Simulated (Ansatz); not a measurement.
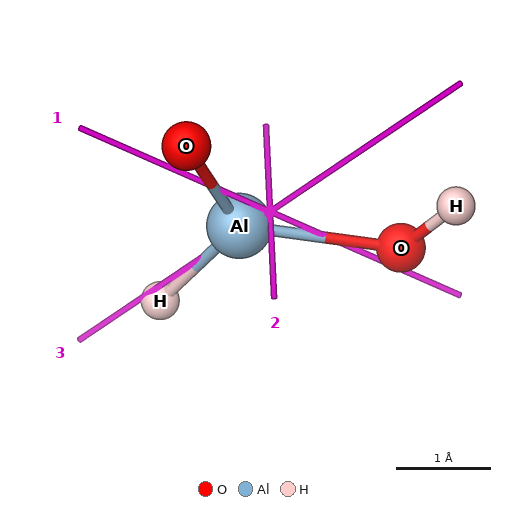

The three principal axes of inertia are drawn and numbered. Atoms fade into the background with distance from the viewer. The species has charge −1 and is a spin singlet. Computed geometry: PBE-D4/def2-SVPD optimisation. No frequency run is at hand to confirm it as a minimum. Masses are those of the most abundant isotopes; constants are for the rigid equilibrium geometry.

### Which line is the a axis (least moment of inertia), which b and which c?

a is line 1, b is line 3, c is line 2; the moments are 14.7, 79.7, 94.4 u Å².

### What kind of rotor is it, and what are its rotational constants in MHz?

An asymmetric top (Cs): A = 34432, B = 6341, C = 5355 MHz. Ray's parameter κ is −0.93, close to the prolate limit.
